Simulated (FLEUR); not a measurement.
Band structure of LaB6 (Pm-3m, 7 atoms in the cell).

```yaml
crystal:
  lattice:
    - [4.18209, 0.00000, 0.00000]
    - [0.00000, 4.18209, 0.00000]
    - [0.00000, 0.00000, 4.18209]
  atoms:
    - { symbol: La, position: [0.00000, 0.00000, 0.00000] }
    - { symbol: B, position: [0.80012, 0.50000, 0.50000] }
    - { symbol: B, position: [0.19988, 0.50000, 0.50000] }
    - { symbol: B, position: [0.50000, 0.80012, 0.50000] }
    - { symbol: B, position: [0.50000, 0.19988, 0.50000] }
    - { symbol: B, position: [0.50000, 0.50000, 0.80012] }
    - { symbol: B, position: [0.50000, 0.50000, 0.19988] }
```

Method: PBE, all-electron FLAPW (FLEUR), scalar-relativistic valence.

Settings: Kmax = 4.1 1/bohr; GmaxXC = 12.3 1/bohr; xcFunctional = pbe; jspins = 1; l_soc = F; mode = hist; fermiSmearingEnergy = 0.00367493 Htr; mesh (inpgen div1-3) = 11 11 11; inpgen gamma flag = false; Gmax = 12.3 1/bohr; numbands = 0; maxIterBroyd = 40; imix = Anderson; alpha = 0.05.

The starting cell comes from a database of computed structures (which also holds hypothetical and non-ambient phases and stackings), without a prior relaxation at this level. Its lattice was rescaled by a random factor within 2.5 % of one. Values depend on the basis (sphere radii, cutoffs, local orbitals), which need not be converged.

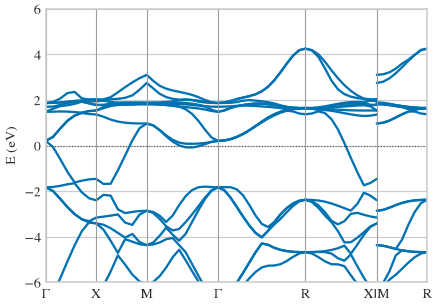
*Bands along the path, energies from the Fermi level.*

Levels in eV from the Fermi level, bands 11 to 18:
| point | 11 | 12 | 13 | 14 | 15 | 16 | 17 | 18 |
|---|---|---|---|---|---|---|---|---|
| Γ | -6.92 | -1.83 | -1.83 | -1.83 | 0.20 | 0.20 | 0.20 | 1.48 |
| X | -3.41 | -3.41 | -3.16 | -2.40 | -1.46 | 1.36 | 1.54 | 1.54 |
| M | -4.37 | -4.37 | -2.86 | -2.86 | 0.97 | 0.97 | 1.81 | 1.84 |
| R | -4.68 | -2.38 | -2.38 | -2.38 | 1.37 | 1.63 | 1.63 | 1.63 |
